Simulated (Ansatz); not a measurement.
The starting structures come from a database of crystals and need not be the phases stable at ambient conditions.

 Where the default PAW files enter, the runs use the earlier of Ansatz's two default sets.

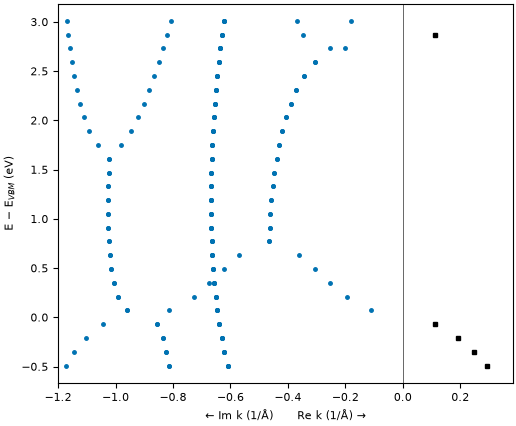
Fig. 1. Complex bands at the centre of the two-dimensional zone; r2SCAN run with Ansatz (a program for electronic structure)

The gap is the functional's own, uncorrected, and κ follows it; spin-orbit coupling is left out. Mid-gap values are interpolated between the computed energies.

Question: This is TlSbO$_{3}$ (R-3, not sure to be the ambient phase, 10 atoms a cell, 17.9 Å³ an atom, -3 GPa at this level) along the normal of (001). Read off the slowest decay at the centre of the two-dimensional zone at 1.33 eV, the computed energy nearest the middle of the gap.

Answer: κ ≈ 0.45 1/Å, a decay length 1/(2κ) of the density of 1.1 Å.
